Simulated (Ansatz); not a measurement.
# AlF3K: the cost of one run

Program: Ansatz 0.2.0, Gaussian basis. Level of theory: RKS PBE-D4/def2-SVP. These are calculated values, not measurements.

Levels: PBE-D4, revPBE-D4, BLYP-D4, r2SCAN-D4, B97M-V, PBE0-D4, B3LYP-D4, HSE06-D4, wB97X-V, wB97M-V, B2PLYP, Hartree-Fock, MP2, CCSD, CCSD(T). The reference is CCSD(T) extrapolated to the basis limit. For elements past Ar these valence bases correlate outer-core shells poorly and lack relativity, so that limit is rough.

Correlated methods freeze the cores. The outer core shell of Li, Na, Mg and K is correlated. B3LYP uses VWN-RPA correlation. B2PLYP carries no dispersion term here.

163 further runs of the same task are left out: 163 set aside as unsound or not needed. Runs told in other sessions of the task aren't counted.

## 1. Starting geometry

The pair, from a GFN2-xTB docking trial: 5 atoms, charge 1, spin multiplicity 1.

Atoms are counted from 1 here; the program's logs count them from 0.

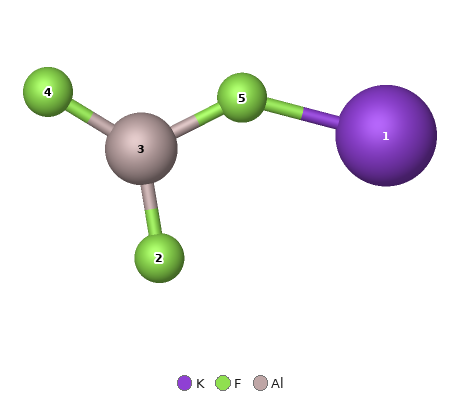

Start geometry, drawn with potassium purple, fluorine green, aluminium light grey; atoms are numbered from 1 in the order of the file.

Coordinates:

| atom | x (Å) | y (Å) | z (Å) |
| --- | --- | --- | --- |
| K1 | -0.1120 | -0.1965 | -2.8242 |
| F2 | 0.0812 | -1.5636 | 0.7314 |
| Al3 | 0.0350 | 0.0659 | 0.7999 |
| F4 | 0.0494 | 1.0691 | 2.0679 |
| F5 | -0.0535 | 0.6251 | -0.7750 |

Atoms 1 to 1 are fragment A (K+), the rest fragment B (AlF3).

## 2. A first relaxation in a small basis

The input, pre/in.yaml:

```yaml
crystal:
  periodic: [false, false, false]
  atoms:
    - {symbol: K, position_ang: [-0.112000, -0.196500, -2.824200]}
    - {symbol: F, position_ang: [0.081200, -1.563600, 0.731400]}
    - {symbol: Al, position_ang: [0.035000, 0.065900, 0.799900]}
    - {symbol: F, position_ang: [0.049400, 1.069100, 2.067900]}
    - {symbol: F, position_ang: [-0.053500, 0.625100, -0.775000]}
basis:
  gaussian: {orbitals: def2-SVP}
total_charge: 1
hamiltonian: {xc: pbe, dispersion: d4}
relax: {f_tol: 0.03, max_steps: 250}
```

Command:

```sh
> ansatz run in.yaml --threads 4 --pin off --events-out ev --progress --plain --max-ram 9574MiB
```

**Question.** How long does this run take on 4 threads of Arm Neoverse V1, shared host?

About 9.5 s.
